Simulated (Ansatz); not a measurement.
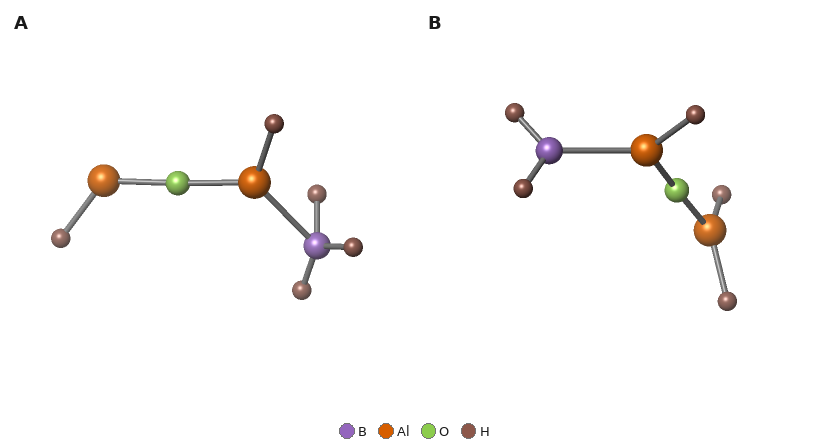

2 stationary structures of one formula. Geometries: PBE-D4/def2-SVP. Electronic energies: PBE-D4/def2-SVP (Ansatz 0.2.0), without zero-point energy. No frequency run is at hand to confirm each as a minimum. Each is one conformer, not always the lowest.

Which structure is the most stable?

B is lowest; A lies 22.6 kcal/mol above it.
